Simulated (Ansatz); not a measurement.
**Cl2F3HSi2 (SMILES F[Si](F)(F)[SiH](Cl)Cl): density, localisation and related maps**

The calculation's input:

```
crystal:
  periodic: [false, false, false]
  atoms:
    - {symbol: F, position_ang: [0.671874, -1.093906, 1.925900]}
    - {symbol: Si, position_ang: [0.859506, -0.726712, 0.402624]}
    - {symbol: F, position_ang: [2.234477, 0.029156, 0.253046]}
    - {symbol: F, position_ang: [0.960268, -2.079427, -0.403838]}
    - {symbol: Si, position_ang: [-0.908657, 0.586037, -0.371590]}
    - {symbol: Cl, position_ang: [-0.937225, 2.304468, 0.728180]}
    - {symbol: Cl, position_ang: [-0.563625, 0.998463, -2.339882]}
    - {symbol: H, position_ang: [-2.224417, -0.075180, -0.250341]}
basis:
  gaussian: {orbitals: def2-TZVPP}
hamiltonian: {xc: pbe0, dispersion: d4}
output: {orbitals: {seedname: orbitals}}
```

Launched as:

```sh
ansatz run in.yaml --threads 2 --pin off --events-out ev --progress --plain --max-ram 32768MiB --backend cuda --devices 0, --max-vram 18GiB
```

Geometry: PBE0-D4/def2-TZVP.

The calculation used RKS PBE0-D4/def2-TZVPP in Ansatz 0.2.0.

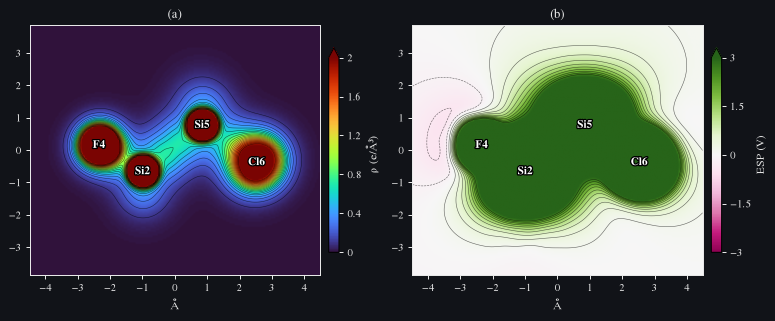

Figure 1. (a) total electron density; (b) molecular electrostatic potential on the plane of atoms Si2, Si5 and Cl6.

Question: Interpret the plot.

Answer:
- Atoms in the plane: Si, F and Cl.
- Si–F (1.58 Å): ρ is about 1.2 e/Å³ halfway.
- Si–Cl (2.04 Å): ρ is about 0.93 e/Å³ halfway.
- Si–Si (2.33 Å): ρ at the midpoint is about 0.7 e/Å³.
- Outside the dense part of the molecule the potential is most negative (−0.5 V) near F4.

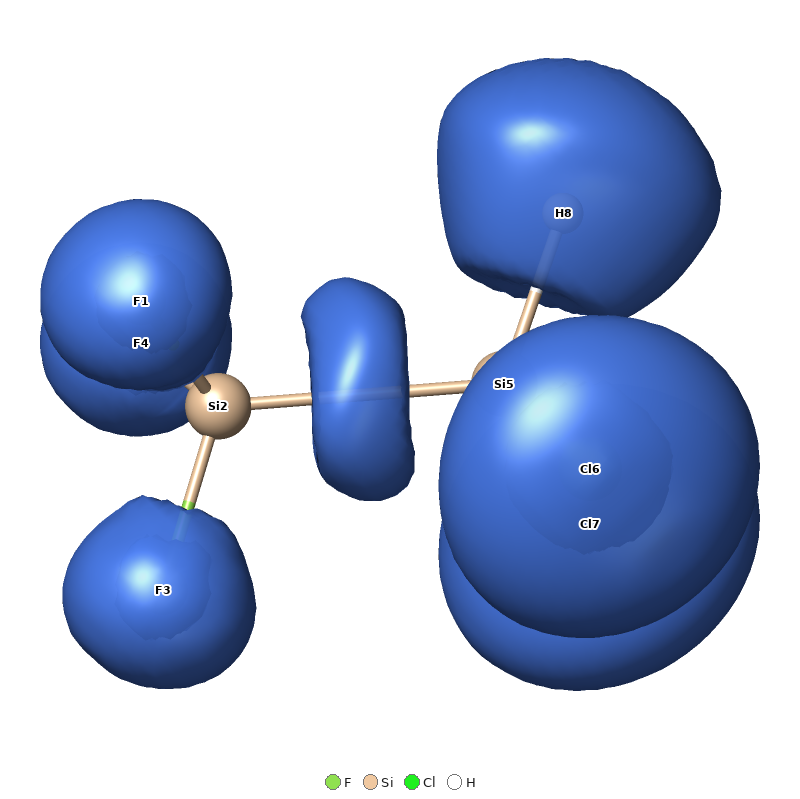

Figure 2. Isosurface of the electron localisation function at 0.75 (blue), seen from one side. Only the valence region is drawn (cores and ρ < 0.01 e/Å³ removed).

Question: Identify the bonds, lone pairs and shells in this picture.

Answer: The surface consists of one region between bonded Si–Si atoms (shared pairs), one region around a hydrogen nucleus, two regions on Cl in which the atom's valence shell and bonds are merged and three regions wrapped around F (its lone pairs, merged into a ring or cap). Along the contacts the grid gives the following. Si–F (1.58 Å): the ELF peaks at about 0.85 in the valence shell of F, 0.6 Å from its nucleus, and is about 0.45 at the midpoint. Si–Cl (2.04 Å): the ELF peaks at about 0.85 between the atoms: a shared but strongly polarised pair.

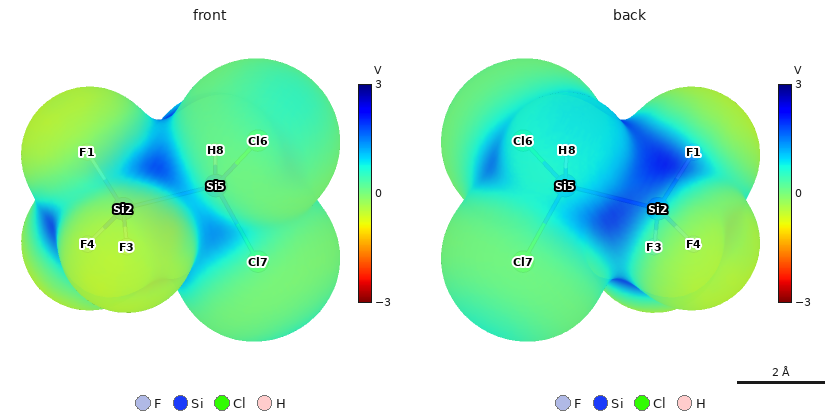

Figure 3. The molecular electrostatic potential painted on the density surface at 0.002 e/bohr³, seen from the front and from behind; the colour scale runs from red (negative) to blue (positive).

Question: Where is the surface potential most negative and most positive?

Answer: The most negative region (about −0.5 V, or −12 kcal/mol for a unit charge) lies over F1, F3 and F4, the most positive (about +2.0 V, or +46 kcal/mol for a unit charge) over Si2. Cl6 shows a σ-hole: about +0.6 V, or +14 kcal/mol for a unit charge at the tip opposite its bond, against about +0.1 V on its flanks. Cl7 shows a σ-hole: about +0.5 V, or +12 kcal/mol for a unit charge at the tip opposite its bond, against about +0.1 V on its flanks.
